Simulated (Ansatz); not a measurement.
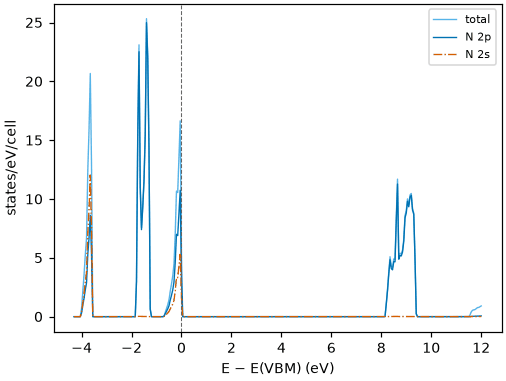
Total and projected density of states of N in space group P6_3/mmc (No. 194; N on 4f), r²SCAN (plane waves, PAW; program Ansatz)

Question: Which orbitals carry the states next to the gap?

Answer: Top 1 eV of the valence band: N 2p 65 %, N 2s 31 %. Bottom 1 eV of the conduction band: N 2p 97 %. Projections are on Löwdin-orthogonalised atomic valence shells; empty p or d shells of many metals are not among them.

Question: Where is the tallest occupied peak in this window, and what makes it?

Answer: Near -1.4 eV, about 25 states/eV per cell; the largest projected share is N 2p.

The first step of the workflow began from a Materials Project structure, measured or hypothetical; the Crystallography Open Database copy checked does not list it. It is not the usual solid phase (space group No. 205). Symmetry was held in the r²SCAN relaxation; whether a distortion lowers the energy is not shown. The substance is a gas or liquid at ambient conditions. A crystal of weakly bound molecules computed without a dispersion correction: the cell and the soft elastic constants depend strongly on that.

Potentials: the later of the program's two PAW sets.
